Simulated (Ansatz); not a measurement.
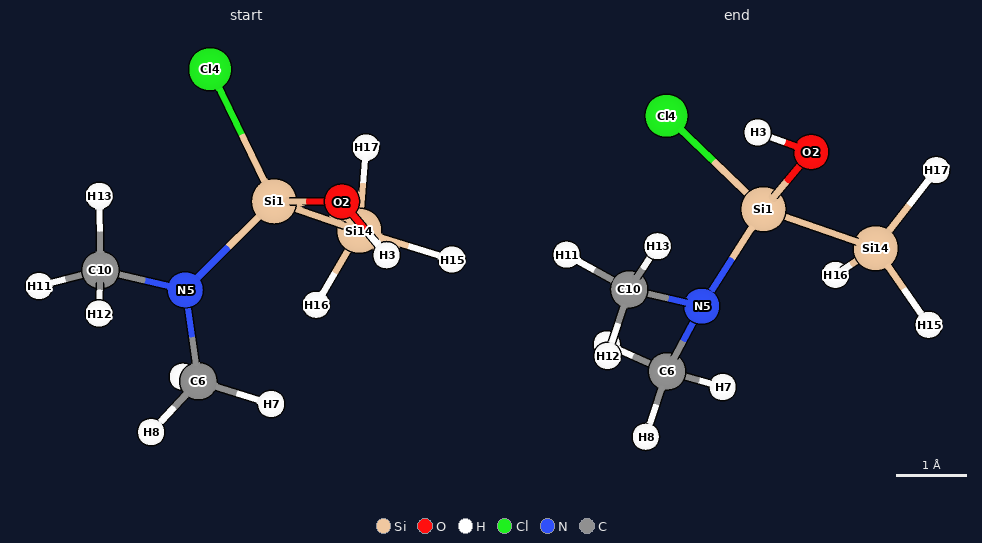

The structure of C₂H₁₀ClNOSi₂ before (left) and after (right) a relaxation, at one scale.

Style: ball-and-stick. Shown at a tilt.

The run prepares the start of a later molecular dynamics calculation, from a guessed geometry.

All numbers below come from RKS PBE0/STO-3G (Ansatz 0.2.0).

Input file:
```yaml
crystal:
  periodic: [false, false, false]
  atoms:
    - { symbol: Si, position_ang: [0.0, 0.0, 0.0] }
    - { symbol: O, position_ang: [0.0, 0.0, 1.68] }
    - { symbol: H, position_ang: [-0.9095, -0.2814, 2.0171] }
    - { symbol: Cl, position_ang: [2.0086, 0.0, -0.7093] }
    - { symbol: "N", position_ang: [-0.8572, 1.4851, -0.6061] }
    - { symbol: C, position_ang: [-2.2719, 1.4087, -0.9981] }
    - { symbol: H, position_ang: [-2.8245, 0.7784, -0.2704] }
    - { symbol: H, position_ang: [-2.7088, 2.429, -1.0098] }
    - { symbol: H, position_ang: [-2.3521, 0.9607, -2.0106] }
    - { symbol: C, position_ang: [-0.1354, 2.762, -0.7039] }
    - { symbol: H, position_ang: [-0.2436, 3.1711, -1.73] }
    - { symbol: H, position_ang: [-0.5567, 3.4827, 0.0276] }
    - { symbol: H, position_ang: [0.9399, 2.5975, -0.4831] }
    - { symbol: Si, position_ang: [-1.0456, -1.8115, -0.7393] }
    - { symbol: H, position_ang: [-1.7029, -2.4846, 0.3772] }
    - { symbol: H, position_ang: [-2.0454, -1.4265, -1.7311] }
    - { symbol: H, position_ang: [-0.0777, -2.7173, -1.3511] }
basis:
  gaussian: { orbitals: STO-3G }
hamiltonian:
  xc: pbe0
relax:
  f_tol: 0.02
  max_steps: 40
```

Run as
```bash
ansatz run input.yaml --threads 1 --pin off --max-ram 2048MiB --backend cpu --events-out ev --progress --plain --runs-dir out
```

**What changed between the two?**

The energy falls by 0.775 eV in 29 accepted moves (32 points after the start). Largest force component: 2.1 eV/Å at the start, 0.019 eV/Å at the end. The line search rejected the trial steps at points 15, 20, 28 of the run. The atom that moves furthest after the best rigid fit is H3 (2.50 Å). Largest moves by element: H 2.50 Å, Cl 1.27 Å, O 0.84 Å, C 0.74 Å, N 0.46 Å, Si 0.45 Å. Near-neighbour distances that change, for instance: Si1–N5 1.819 → 1.758 Å, Si1–Si14 2.218 → 2.258 Å, N5–C10 1.470 → 1.488 Å, Si1–Cl4 2.130 → 2.147 Å. Bond angles that change, for instance: C6–N5–C10 120.0° → 110.4°, N5–C10–H11 109.5° → 113.5°, Si1–O2–H3 109.5° → 105.9°. Groups turn about Si1–O2 by about 140°, Si1–Si14 by about 65°.

Limits of the set-up: STO-3G is a minimal basis, so the numbers are rough.
